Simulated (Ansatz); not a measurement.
# Single-point calculation, with input and output: C2H10N2Si

C2H10N2Si, SMILES CN(C)N[SiH3], computed with RKS B3LYP-D4/def2-TZVPP (Ansatz 0.2.0).

The geometry comes from this level: PBE0-D4/def2-TZVP. Figures and captions count atoms from 1; the log counts them from 0 in places.

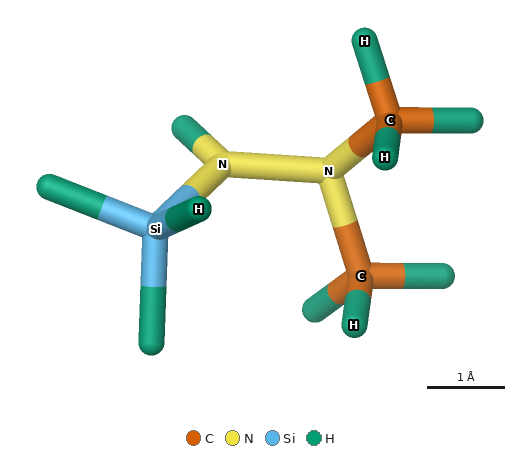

Fig. 1: The input geometry (stick view, seen at a tilt). Bond lengths as drawn: C–H 1.09 to 1.10 Å, C–N 1.45 Å, H–N 1.01 Å, H–Si 1.48 to 1.49 Å, N–N 1.41 Å and N–Si 1.73 Å.

## The input
```yaml
crystal:
  periodic: [false, false, false]
  atoms:
    - {symbol: C, position_ang: [-0.721013, -1.286737, 0.638976]}
    - {symbol: N, position_ang: [0.167444, -0.850737, -0.414703]}
    - {symbol: C, position_ang: [1.536884, -0.735932, 0.037409]}
    - {symbol: N, position_ang: [-0.272106, 0.337760, -1.025759]}
    - {symbol: Si, position_ang: [-0.661273, 1.837022, -0.263320]}
    - {symbol: H, position_ang: [-1.730378, -1.398551, 0.241517]}
    - {symbol: H, position_ang: [-0.384374, -2.255517, 1.014524]}
    - {symbol: H, position_ang: [-0.759749, -0.588145, 1.493845]}
    - {symbol: H, position_ang: [1.871223, -1.706087, 0.411935]}
    - {symbol: H, position_ang: [2.169798, -0.447724, -0.801820]}
    - {symbol: H, position_ang: [1.668104, 0.005268, 0.843788]}
    - {symbol: H, position_ang: [-0.556248, 0.179109, -1.978202]}
    - {symbol: H, position_ang: [-0.980753, 2.751731, -1.388582]}
    - {symbol: H, position_ang: [-1.829589, 1.789576, 0.663535]}
    - {symbol: H, position_ang: [0.482039, 2.368965, 0.526867]}
basis:
  gaussian: {orbitals: def2-TZVPP}
hamiltonian: {xc: {name: B3LYP}, dispersion: d4}
output: {forces: true, orbitals: {seedname: orbitals}}
```

Machine: 4 threads of Arm Neoverse V2, 23 GiB of memory available, shared host.

Command:
```bash
ansatz run in.yaml --threads 4 --pin off --events-out ev --progress --plain --max-ram 10444MiB
```

## Output
```
Functional definition: B3LYP
  name "B3LYP"
  cite "Stephens, Devlin, Chabalowski & Frisch, J. Phys. Chem. 98, 11623 (1994) doi:10.1021/j100096a001"
  cite "Becke, Phys. Rev. A 38, 3098 (1988) doi:10.1103/PhysRevA.38.3098"
  cite "Lee, Yang & Parr, Phys. Rev. B 37, 785 (1988) doi:10.1103/PhysRevB.37.785"
  cite "Vosko, Wilk & Nusair, Can. J. Phys. 58, 1200 (1980) doi:10.1139/p80-159"
  parameter a0 = 0.2
  parameter ax = 0.72
  parameter ac = 0.81
  exchange = (1 - a0 - ax)*slater_x + ax*b88_x + a0*exact_x
  correlation = (1 - ac)*vwn_rpa_c + ac*lyp_c
1551 factors; their error is unknown
mean field evaluation 1: about -13085.8363 eV, gradient 7.1e1 eV
mean field evaluation 2: about -13068.8057 eV, gradient 1.1e2 eV
mean field evaluation 4: about -13096.9054 eV, gradient 6.6e0 eV
mean field evaluation 8: about -13096.9846 eV, gradient 1.1e-1 eV
mean field evaluation 16: about -13096.9829 eV, gradient 4.8e-4 eV
mean field -13096.98286359 eV, -481.3052427832 hartree, gradient 1.8e-5 eV, S^2 0.000000; 0 other end points of the search recorded, 0 dependent functions left out
the calculation of the forces begins
reference -13096.98317731 eV, -481.3052543119 hartree; 25, 25 occupied and 281, 281 virtual orbitals, 1551 factors
Total energy: -13097.49693481 eV, -481.3241345521 hartree
Atom 0 at    -0.721013    -1.286737     0.638976 Å, force    -0.212858    -0.166156     0.196973 eV/Å
Atom 1 at     0.167444    -0.850737    -0.414703 Å, force     0.059119    -0.243740    -0.007914 eV/Å
Atom 2 at     1.536884    -0.735932     0.037409 Å, force     0.326905    -0.028410     0.050947 eV/Å
Atom 3 at    -0.272106     0.337760    -1.025759 Å, force    -0.143751     0.289616    -0.246037 eV/Å
Atom 4 at    -0.661273     1.837022    -0.263320 Å, force    -0.046040     0.211899     0.047568 eV/Å
Atom 5 at    -1.730378    -1.398551     0.241517 Å, force     0.050408     0.001723     0.038490 eV/Å
Atom 6 at    -0.384374    -2.255517     1.014524 Å, force    -0.030040     0.052119    -0.009281 eV/Å
Atom 7 at    -0.759749    -0.588145     1.493845 Å, force    -0.004943    -0.042973    -0.031573 eV/Å
Atom 8 at     1.871223    -1.706087     0.411935 Å, force    -0.002053     0.058014    -0.015406 eV/Å
Atom 9 at     2.169798    -0.447724    -0.801820 Å, force    -0.020750    -0.015010     0.057045 eV/Å
Atom 10 at     1.668104     0.005268     0.843788 Å, force     0.004307    -0.036935    -0.034668 eV/Å
Atom 11 at    -0.556248     0.179109    -1.978202 Å, force     0.003138     0.003700    -0.009508 eV/Å
Atom 12 at    -0.980753     2.751731    -1.388582 Å, force     0.017209    -0.050435     0.073797 eV/Å
Atom 13 at    -1.829589     1.789576     0.663535 Å, force     0.078358     0.003402    -0.059302 eV/Å
Atom 14 at     0.482039     2.368965     0.526867 Å, force    -0.079009    -0.036815    -0.051131 eV/Å
Dipole moment:     0.008351    -0.125230     0.013744 e Å
```

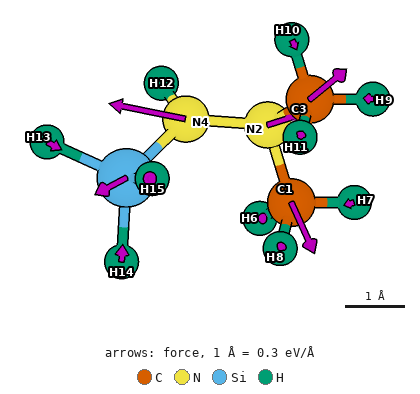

Fig. 2: Forces on the atoms as pink arrows (ball-and-stick view, seen at a tilt; atoms are numbered from 1 in the order of the input); the smallest are left out. The largest act on N4 (0.41 eV/Å); C1, C3 (0.33 eV/Å); N2 (0.25 eV/Å); Si5 (0.22 eV/Å). The geometry is not a stationary point of this energy.

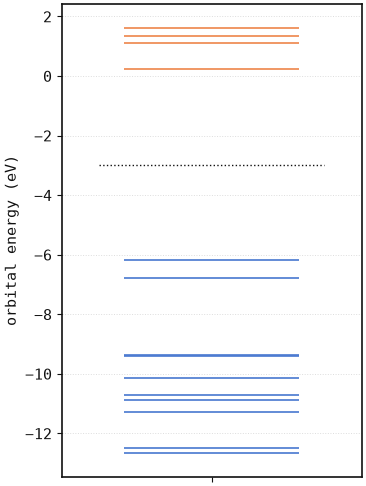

Fig. 3: Orbital energies near the frontier; the dotted line parts filled from empty levels, and levels within 0.02 eV of each other stand side by side. Highest filled −6.20 eV, lowest empty 0.24 eV, 6.44 eV apart.

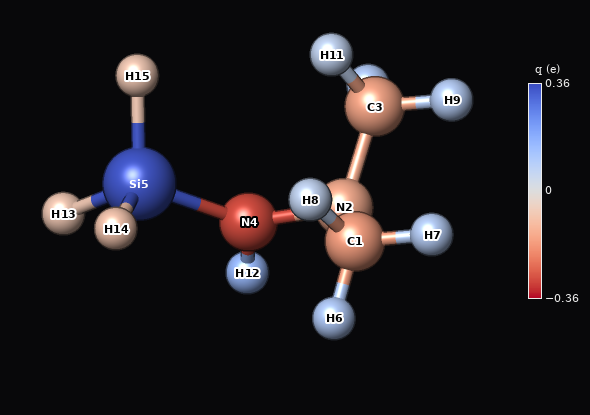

Fig. 4: Mulliken charges, as the colour of each atom (ball-and-stick view, seen at a tilt; atoms are numbered from 1 in the order of the input; Mulliken charges depend strongly on the basis). By element: C −0.17 to −0.15, N −0.29 to −0.14, Si +0.34 and H −0.09 to +0.15 e.

## Summary

| quantity | value |
| --- | --- |
| outcome | converged |
| total energy | −13097.4969 eV |
| mean-field energy | −13096.9832 eV |
| dispersion energy | −0.5138 eV |
| SCF solution under orbital rotations | stable |
| HOMO | −6.20 eV |
| LUMO | 0.24 eV |
| largest force (length of the vector) | 0.406 eV/Å |
| dipole moment | 0.61 D |
| wall time | 5.5 s (CPU time 21 s) |
| peak memory | 1 GiB |
